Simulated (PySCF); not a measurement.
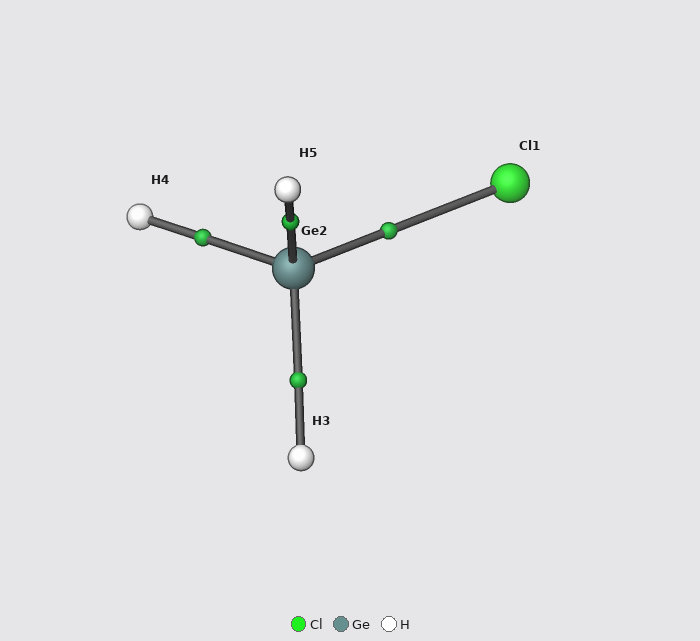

Figure 1: ClGeH₃, SMILES `Cl[GeH3]`. Molecular graph of the electron density (QTAIM): bond paths, bond critical points (green), ring points (magenta, if any); weak paths are dashed.

Method: B3LYP/def2-SVPD; geometry: GFN2-xTB; program: PySCF. No frequency check shows the geometry to be a minimum. GFN2-xTB bond lengths at metals and heavier atoms can be off by up to 0.1 Å and shapes distorted, which carries into these values.

Input script:

```python
import numpy as np
from pyscf import gto, scf, dft
from pyscf.scf import atom_ks, atom_hf
from scipy.linalg import block_diag

def solve(mol, dm0=None, hcore=None):
    mf = (dft.UKS if mol.spin else dft.RKS)(mol, xc='b3lyp')
    mf.grids.level = 3
    mf = mf.density_fit(auxbasis='def2-universal-jkfit')
    mf.conv_tol, mf.max_cycle = 1e-8, 80
    if hcore is not None:
        mf.get_hcore = lambda *args: hcore
    mf.kernel(dm0)
    if not mf.converged:
        mf = mf.newton().run(mf.mo_coeff, mf.mo_occ, max_cycle=30)
    assert mf.converged, 'SCF not converged'
    return mf

mol = gto.M(atom='''
Cl    -1.43163    -0.00001     0.00007
Ge     0.65365     0.00001     0.00002
H      1.13945    -1.17401    -0.79774
H      1.14185    -0.10397     1.41370
H      1.13938     1.27793    -0.61786
''', basis='def2-svpd', charge=0, spin=0, verbose=4)
mf = solve(mol)
mf.analyze()
# spherically averaged free atoms, for the promolecule
atm = atom_ks.get_atm_nrks(mol, xc='b3lyp')
pro = block_diag(*[(atm[a[0]][2] * atm[a[0]][3]) @ atm[a[0]][2].T for a in mol._atom])
np.savez('result.npz', e=mf.e_tot, c=mf.mo_coeff, occ=mf.mo_occ, eps=mf.mo_energy, pro=pro, dip=mf.dip_moment(verbose=0), s2=mf.spin_square()[0])
```

Run with:

```sh
OMP_NUM_THREADS=1 python input.py
```

The run took 5.1 s on 1 thread of Intel(R) Xeon(R) 6975P-C (Granite Rapids), on a shared host, peak memory 0.39 GiB.

Partitions, critical points and surface values were worked out afterwards from this run's density.

**How many critical points of each kind are there, and does the count close?**

5 nuclei, 4 bond, 0 ring and 0 cage critical points: 5 − 4 + 0 − 0 = 1, as the Poincaré–Hopf relation requires.

**Give the properties at the bond critical points.**

| bond | length (Å) | ρ (a.u.) | ∇²ρ (a.u.) | ε | H (a.u.) |
| --- | --- | --- | --- | --- | --- |
| Ge2–H4 (3 alike) | 1.499 | 0.143 | +0.06 | 0.02 | −0.090 |
| Cl1–Ge2 | 2.085 | 0.110 | +0.20 | 0.00 | −0.049 |

**What kind of interaction is Cl1–Ge2?**

Polar or intermediate (positive Laplacian, negative energy density H): ρ = 0.110, ∇²ρ = +0.20, H = −0.049 a.u.
